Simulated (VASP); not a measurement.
Here is the system:

```yaml
crystal:
  lattice:
    - [0.00000, 2.65134, 2.65134]
    - [2.65134, 0.00000, 2.65134]
    - [2.65134, 2.65134, 0.00000]
  atoms:
    - { symbol: Ga, position: [0.00000, 0.00000, 0.00000] }
    - { symbol: As, position: [0.50000, 0.50000, 0.50000] }
```

Calculation: PBEsol GGA, VASP's PBE PAW potentials (set 64) (plane waves; VASP 6.6.1). Run with 400 eV cut-off, 13×13×13 Γ-centred mesh, tetrahedra with Blöchl corrections, potentials Ga_d As.

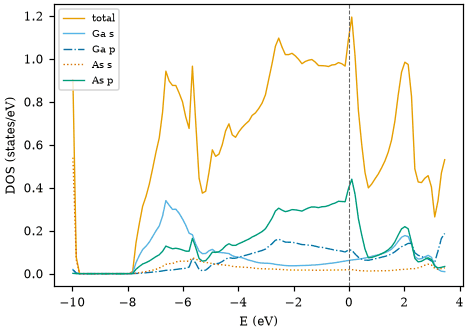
Total and projected density of states, zero at the Fermi level

Within 2 eV below the Fermi level the largest weight inside VASP's projection spheres is As p, then Ga p.

It has no gap at this level: it comes out as a metal or semimetal.

The structure was generated: GaAs was put into the rock salt type (Fm-3m), which need not be its known phase. It was relaxed first, which changed the volume by +6 %.
